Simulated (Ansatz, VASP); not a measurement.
# Cross-check of Si2Sb between VASP and Ansatz, part 2 of 2

One calculation is typed for both programs; each brings its own data sets. How far apart do they land? The cell is invented: As first built, before any earlier steps moved the atoms (in the runner's words): it takes the YSi2 structure with some of its atoms replaced by other elements, volume scaled by an estimate. It may not be a known or stable phase. The cell is taken from a series of VASP runs on this material, whose earlier steps may have relaxed, scaled or displaced it; both programs get it as it stands. Valence electrons are named where the data sets of a main pair hold unlike numbers.

VASP 6.6.1 and Ansatz 0.2.0.

So far. Step 2 (VASP: band structure, PBE): The run ends at a pressure of 0.64 GPa.

### Step 6. VASP: band structure, LDA

Level of this step: LDA; plane waves and PAW (Sb, Si); invented cell (VASP).

The same cell, functional (in two slightly different forms), mesh and smearing now go to VASP, with its own data sets.

File INCAR:

```
SYSTEM = Si2Sb
PREC = Accurate
ENCUT = 400
EDIFF = 1E-06
NELM = 100
ISMEAR = 0
SIGMA = 0.02
LREAL = .FALSE.
ALGO = Normal
GGA = CA
LORBIT = 11
LWAVE = .FALSE.
LCHARG = .FALSE.
KPAR = 4
```

File POSCAR:

```
Si2Sb
1.0
    4.0565899002      0.0000000000      0.0000000000
   -2.0282949501      3.5131099905      0.0000000000
    0.0000000000      0.0000000000      4.4065027854
Sb Si
1 2
Direct
    0.0000000000      0.0000000000      0.0000000000
    0.3333333300      0.6666666700      0.5000000000
    0.6666666700      0.3333333300      0.5000000000
```

File KPOINTS:

```
Automatic mesh
0
Gamma
4 4 3
0 0 0
```

File KPOINTS_OPT:

```
Line mode
16
Line-mode
Reciprocal
  0.00000000   0.00000000   0.00000000 GAMMA
  0.50000000   0.00000000   0.00000000 M

  0.50000000   0.00000000   0.00000000 M
  0.33333333   0.33333333   0.00000000 K

  0.33333333   0.33333333   0.00000000 K
  0.00000000   0.00000000   0.00000000 GAMMA

  0.00000000   0.00000000   0.00000000 GAMMA
  0.00000000   0.00000000   0.50000000 A

  0.00000000   0.00000000   0.50000000 A
  0.50000000   0.00000000   0.50000000 L

  0.50000000   0.00000000   0.50000000 L
  0.33333333   0.33333333   0.50000000 H

  0.33333333   0.33333333   0.50000000 H
  0.00000000   0.00000000   0.50000000 A

  0.50000000   0.00000000   0.50000000 L
  0.50000000   0.00000000   0.00000000 M

  0.33333333   0.33333333   0.00000000 K
  0.33333333   0.33333333   0.50000000 H
```

Potentials, in the order of the species: Sb and Si (PBE family, release 64).

Command:

```bash
$ mpirun -np 4 vasp_std
```

Numbers of over 12 decimals in the logs are rounded to 6 here.

The log of the run:

```text
[banner, memory and clock lines left out]
running    4 mpi-ranks, on    1 nodes
[...]
|                                                                             |
|               ----> ADVICE to this user running VASP <----                  |
|                                                                             |
|     You enforced a specific xc type in the INCAR file but a different       |
|     [... a line on the potential file left out ...]
|     I HOPE YOU KNOW WHAT YOU ARE DOING!                                     |
|                                                                             |

 LDA part: xc-table for (Slater(with rela. corr.)+CA(PZ))
 , standard interpolation
 POSCAR, INCAR and KPOINTS ok, starting setup
[...]
entering main loop
       N       E                     dE             d eps       ncg     rms          rms(c)
DAV:   1     0.271135821556E+02    0.27114E+02   -0.38501E+03   160   0.773E+02
DAV:   2    -0.134701072327E+02   -0.40584E+02   -0.38757E+02   208   0.127E+02
[...]
DAV:  11    -0.151489353145E+02    0.12587E-05   -0.34425E-06   176   0.119E-02    0.345E-03
DAV:  12    -0.151489352982E+02    0.16325E-07   -0.34193E-07   102   0.429E-03
   1 F= -.15148935E+02 E0= -.15147461E+02  d E =-.294957E-02
 Start KPOINTS_OPT (optional k-point list driver)
k-point batch [1-8\144]
       N       E                     dE             ncg
DAV:   1     0.590889219573E+03    0.93466E+02      160
DAV:   2     0.263729504937E+03   -0.32716E+03      240
DAV:   3     0.252770412343E+03   -0.10959E+02      200
DAV:   4     0.252668671043E+03   -0.10174E+00      214
DAV:   5     0.252667111223E+03   -0.15598E-02      222
DAV:   6     0.252667059544E+03   -0.51680E-04      232
DAV:   7     0.252667058312E+03   -0.12316E-05      198
DAV:   8     0.252667058272E+03   -0.39530E-07      128
[...]
k-point batch [137-144\144]
       N       E                     dE             ncg
DAV:   1     0.385446078857E+03   -0.25690E+04      160
DAV:   2     0.142712581934E+03   -0.24273E+03      224
DAV:   3     0.134551861563E+03   -0.81607E+01      190
DAV:   4     0.134317136625E+03   -0.23472E+00      278
DAV:   5     0.134315362169E+03   -0.17745E-02      212
DAV:   6     0.134315313325E+03   -0.48844E-04      244
DAV:   7     0.134315311039E+03   -0.22859E-05      228
DAV:   8     0.134315311008E+03   -0.31076E-07      190
```

Parts of OUTCAR (step 6):

```text
  Total       -0.2308852     -0.2308852     -1.8572157      0.0000000     -0.0000000      0.0000000
  in kB       -5.8906030     -5.8906033    -47.3833791      0.0000000     -0.0000000      0.0000000
  external PRESSURE =     -19.7215284 kB  Pullay stress =       0.0000000 kB

 POSITION                                       TOTAL-FORCE (eV/Angst)
 -----------------------------------------------------------------------------------
      0.00000      0.00000      0.00000        -0.000000      0.000000      0.000000
     -0.00000      2.34207      2.20325         0.000000     -0.000000      0.000000
      2.02829      1.17104      2.20325        -0.000000      0.000000     -0.000000
 -----------------------------------------------------------------------------------
    total drift:                               -0.000000     -0.000000      0.000000

  FREE ENERGIE OF THE ION-ELECTRON SYSTEM (eV)
  ---------------------------------------------------
  free  energy   TOTEN  =       -15.1489352982 eV

  energy  without entropy=      -15.1459857321  energy(sigma->0) =      -15.14746052

[... 2 parts as in an earlier step ...]

[... 1 further part left out ...]
[key lines of the parts left out:]
E-fermi :   7.9159
```

The PAW data sets were made with PBE, though LDA sets exist; pressures can shift by 1 GPa and more with it.

### Step 7. Differences

What differs besides the data sets and the points named for the pairs above, as far as they apply: the two LDA forms differ slightly; the data sets hold 23 valence electrons in Ansatz (on its default PAW (the set named soft_2) files) and 13 in VASP; Ansatz makes its cores anew for this functional, VASP keeps those of its PBE data sets; VASP's log shows a relativistic correction to its local exchange, Ansatz's none. Total energies have different zeros and are not compared.

The two programs side by side:

```tsv
quantity	Ansatz	VASP	difference
pressure (GPa)	-2.36	-1.97	-0.39
```

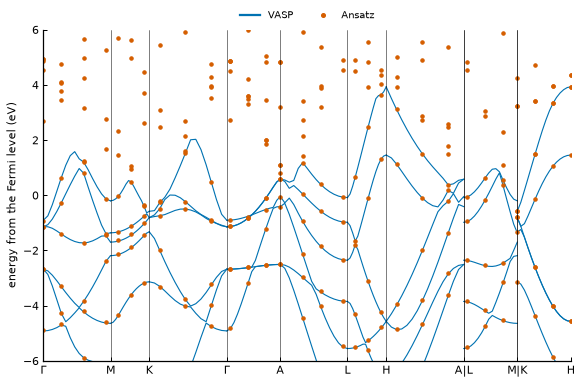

Bands from VASP (lines) and levels from Ansatz (dots). Dots without a line are higher empty bands that the VASP plot leaves out.

Levels from 3 eV below to 2 eV above the Fermi level differ by 12 meV r.m.s. and 28 meV at most; each VASP level is matched to the nearest of Ansatz, which flatters the figure a little.

### Step 8. Ansatz: band structure, PBE, spin-orbit coupling

A single point gives forces, pressure and levels at one fixed geometry, so differences don't come from the geometry; what else differs is listed under the comparison.

The cell is taken from a series of VASP runs on this material, whose earlier steps may have relaxed, scaled or displaced it; both programs get it as it stands.

File input.yaml:

```yaml
crystal:
  lattice:
    - [4.0565899002, 0.0, 0.0]
    - [-2.0282949501, 3.5131099905, 0.0]
    - [0.0, 0.0, 4.4065027854]
  atoms:
    - { symbol: Sb, position: [0.0, 0.0, 0.0] }
    - { symbol: Si, position: [0.33333333, 0.66666667, 0.5] }
    - { symbol: Si, position: [0.66666667, 0.33333333, 0.5] }
hamiltonian:
  xc: pbe
  pseudopotentials: { kind: paw_fr }
magnetization:
  noncollinear: true
  spin_orbit: true
kpoints:
  mp_grid: { grid: [5, 5, 4] }
  band_path:
    path:
      - [0.0, 0.0, 0.0]
      - [0.13333, 0.0, 0.0]
      - [0.3, 0.0, 0.0]
      - [0.46667, 0.0, 0.0]
      - [0.46667, 0.06667, 0.0]
      - [0.41111, 0.17778, 0.0]
      - [0.35556, 0.28889, 0.0]
      - [0.28889, 0.28889, 0.0]
      - [0.17778, 0.17778, 0.0]
      - [0.06667, 0.06667, 0.0]
      - [0.0, 0.0, 0.03333]
      - [0.0, 0.0, 0.2]
      - [0.0, 0.0, 0.36667]
      - [0.0, 0.0, 0.5]
      - [0.16667, 0.0, 0.5]
      - [0.3, 0.0, 0.5]
      - [0.46667, 0.0, 0.5]
      - [0.46667, 0.06667, 0.5]
      - [0.41111, 0.17778, 0.5]
      - [0.35556, 0.28889, 0.5]
      - [0.28889, 0.28889, 0.5]
      - [0.17778, 0.17778, 0.5]
      - [0.06667, 0.06667, 0.5]
      - [0.5, 0.0, 0.46667]
      - [0.5, 0.0, 0.3]
      - [0.5, 0.0, 0.13333]
      - [0.33333, 0.33333, 0.0]
      - [0.33333, 0.33333, 0.16667]
      - [0.33333, 0.33333, 0.33333]
      - [0.33333, 0.33333, 0.5]
    npoints: 1
scf:
  occupations: { method: gaussian, width: 0.02 }
  n_extra_bands: 14
output:
  forces: true
  stress: true
  eigenvalues: true
```

Command:

```bash
$ ansatz run input.yaml --threads 2 --pin off --max-ram 4608MiB --backend cpu --events-out ev --progress --plain --runs-dir out
```

The log of the run:

```text
[...]
non-collinear run that drives no moment, with spin-orbit: no starting moment large enough to seed its density (crystal.atoms[].spin), no starting occupations that ask for one, no magnetisation constraint and no magnetic field, so the semilocal B_xc is pinned to zero
Crystal: 3 atoms, lattice volume = 62.798 Å³
[...]
k-point 1: bands = [... 19 lower, 7.2188, 8.9433, 8.9433, 9.1071, 9.1071, 9.2483, 9.2483, 12.5522, ... 10 higher]
  k-point 2: bands = [... 19 lower, 9.3897, 9.7581, 9.7581, 9.9196, 9.9196, 10.6375, 10.6375, 10.7705, ... 10 higher]
  k-point 14: bands = [... 19 lower, 4.5333, 6.3560, 6.3560, 9.9969, 9.9969, 12.5882, 12.5882, 13.6134, ... 10 higher]
[key lines of the parts left out:]
SCF converged after 7 iterations
Magnetization: |M| = 0.0000 μB,  M = (+0.0000, +0.0000, +0.0000) μB
Free energy (F): -7756.903330 eV
Fermi energy:    9.647174 eV
P = ⅓ Tr σ = 0.5703 GPa (5.703 kbar)
```

Elapsed: 19 s, on 2 threads of Arm Neoverse V2, shared host; peak memory 0.48 GiB.

### Step 9. VASP: band structure, PBE, spin-orbit coupling

The same cell, functional, mesh and smearing now go to VASP, with its own data sets.

Changes to INCAR since step 6:

```diff
@@ -9,3 +9,9 @@
 ALGO = Normal
-GGA = CA
+GGA = PE
+LNONCOLLINEAR = .TRUE.
+MAGMOM = 0 0 0 0 0 0 0 0 0
+NBANDS = 24
+GGA_COMPAT = .FALSE.
+LASPH = .TRUE.
+LSORBIT = .TRUE.
 LORBIT = 11
```

POSCAR is that of step 6.

File KPOINTS:

```
Automatic mesh
0
Gamma
5 5 4
0 0 0
```

KPOINTS_OPT is that of step 6.

Command:

```bash
$ mpirun -np 4 vasp_ncl
```

The log of the run:

```text
[... set-up lines as in an earlier step ...]
 entering main loop
       N       E                     dE             d eps       ncg     rms          rms(c)
DAV:   1     0.293552022254E+02    0.29355E+02   -0.39734E+03   720   0.703E+02
DAV:   2    -0.115449605776E+02   -0.40900E+02   -0.38892E+02   880   0.128E+02
DAV:   3    -0.136819333845E+02   -0.21370E+01   -0.20962E+01   968   0.285E+01
DAV:   4    -0.137088530062E+02   -0.26920E-01   -0.26807E-01   872   0.364E+00
[...]
DAV:  10    -0.134335535522E+02    0.23191E-04   -0.21725E-05   880   0.319E-02    0.575E-02
DAV:  11    -0.134335509998E+02    0.25524E-05   -0.21534E-05   848   0.285E-02    0.589E-03
DAV:  12    -0.134335510216E+02   -0.21759E-07   -0.17873E-06   816   0.784E-03
   1 F= -.13433551E+02 E0= -.13433212E+02  d E =-.677159E-03  mag=    -0.0000    -0.0000    -0.0000
 Start KPOINTS_OPT (optional k-point list driver)
k-point batch [1-15\144]
       N       E                     dE             ncg
DAV:   1     0.121090538852E+04   -0.55877E+03      720
DAV:   2     0.577327177285E+03   -0.63358E+03      888
DAV:   3     0.543998924735E+03   -0.33328E+02      968
DAV:   4     0.543611603676E+03   -0.38732E+00      848
DAV:   5     0.543605718898E+03   -0.58848E-02      944
DAV:   6     0.543605619045E+03   -0.99853E-04      840
DAV:   7     0.543605616865E+03   -0.21796E-05      960
DAV:   8     0.543605616817E+03   -0.48011E-07      656
[...]
k-point batch [136-144\144]
       N       E                     dE             ncg
DAV:   1     0.272268832226E+04   -0.30070E+04      432
DAV:   2     0.240158283146E+04   -0.32111E+03      536
DAV:   3     0.238759001783E+04   -0.13993E+02      584
DAV:   4     0.238742842974E+04   -0.16159E+00      512
DAV:   5     0.238742569515E+04   -0.27346E-02      568
DAV:   6     0.238742564823E+04   -0.46916E-04      536
DAV:   7     0.238742564719E+04   -0.10388E-05      568
DAV:   8     0.238742564718E+04   -0.15711E-07      384
```

OUTCAR, selected parts (step 9):

```text
  Total       -0.0818127     -0.0818127      0.6753696      0.0000000      0.0000000      0.0000000
  in kB       -2.0872987     -2.0872988     17.2307902      0.0000000      0.0000000      0.0000000
  external PRESSURE =       4.3520643 kB  Pullay stress =       0.0000000 kB

 POSITION                                       TOTAL-FORCE (eV/Angst)
 -----------------------------------------------------------------------------------
      0.00000      0.00000      0.00000        -0.000000      0.000000     -0.000000
     -0.00000      2.34207      2.20325         0.000000      0.000000     -0.000000
      2.02829      1.17104      2.20325        -0.000000      0.000000      0.000000
 -----------------------------------------------------------------------------------
    total drift:                               -0.000000     -0.000000      0.000000

  FREE ENERGIE OF THE ION-ELECTRON SYSTEM (eV)
  ---------------------------------------------------
  free  energy   TOTEN  =       -13.4335510216 eV

  energy  without entropy=      -13.4328738622  energy(sigma->0) =      -13.43321244

 magnetization (x)
# of ion       s       p       d       tot
------------------------------------------
    1        0.000   0.000  -0.000  -0.000
    2        0.000   0.000   0.000   0.000
    3        0.000   0.000   0.000   0.000
--------------------------------------------------
tot          0.000   0.000  -0.000   0.000

 magnetization (y)
# of ion       s       p       d       tot
------------------------------------------
    1        0.000   0.000   0.000   0.000
    2        0.000   0.000   0.000   0.000
    3        0.000   0.000   0.000   0.000
--------------------------------------------------
tot          0.000   0.000   0.000   0.000

 magnetization (z)
# of ion       s       p       d       tot
------------------------------------------
    1        0.000   0.000   0.000   0.000
    2        0.000   0.000   0.000   0.000
    3        0.000   0.000   0.000   0.000
--------------------------------------------------
tot          0.000   0.000   0.000   0.000

[... 1 part as in an earlier step ...]

[... 2 further parts left out ...]
[key lines of the parts left out:]
E-fermi :   8.0434
```

The run ends at a pressure of 0.44 GPa.

### Step 10. Differences

What differs besides the data sets and the points named for the pairs above, as far as they apply: spin-orbit coupling enters by fully relativistic files in Ansatz and inside the spheres in VASP; the data sets hold 23 valence electrons in Ansatz (on its fully relativistic PAW (standard-fr) files) and 13 in VASP. Total energies have different zeros and are not compared.

Both answers:

```tsv
quantity	Ansatz	VASP	difference
pressure (GPa)	0.57	0.44	+0.14
```

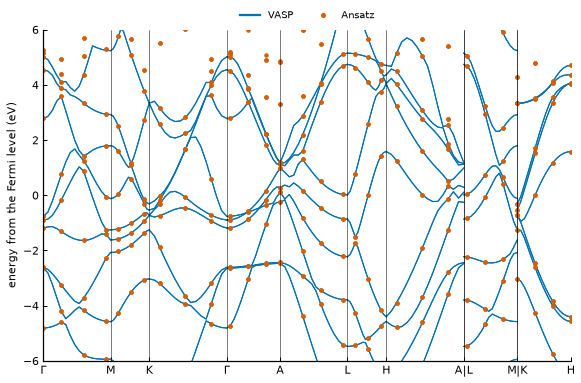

Bands from VASP (lines) and levels from Ansatz (dots). Dots without a line are higher empty bands that the VASP plot leaves out.

Levels from 3 eV below to 2 eV above the Fermi level differ by 4 meV r.m.s. and 17 meV at most; each VASP level is matched to the nearest of Ansatz, which flatters the figure a little. Ansatz's pressure holds a Pulay correction of 0.03 GPa; VASP's holds none.

### Step 11. Summary of results

- r.m.s. difference of levels near the Fermi level (band structure, PBE): 1.4 meV
- r.m.s. difference of levels near the Fermi level (band structure, LDA): 12 meV
- r.m.s. difference of levels near the Fermi level (band structure, PBE, spin-orbit coupling): 4.0 meV

The r.m.s. difference of levels near the Fermi level is 12 meV (band structure, LDA), within the 80 meV picked in this series as the mark of a large difference. The data sets hold unlike numbers of valence electrons (23 in Ansatz and 13 in VASP), so part of the differences comes from the potentials. 4 further runs of this series are not shown here. Such differences can come from data sets, numerical settings and the points named under the comparisons, not from the functional's error against experiment.

[Lines on the potential files, build, host, timing and source positions are cut from VASP's logs without a mark.]

[Logs are printed without paths, hosts, clocks, repeated set-up lines and the standing remarks that a program may print on its own settings, such as how far it seeks lower states.]

[Hosts, paths, dates, database ids (printed as entryN), source tags and the programs' standing remarks are cut or masked in the printed files.]
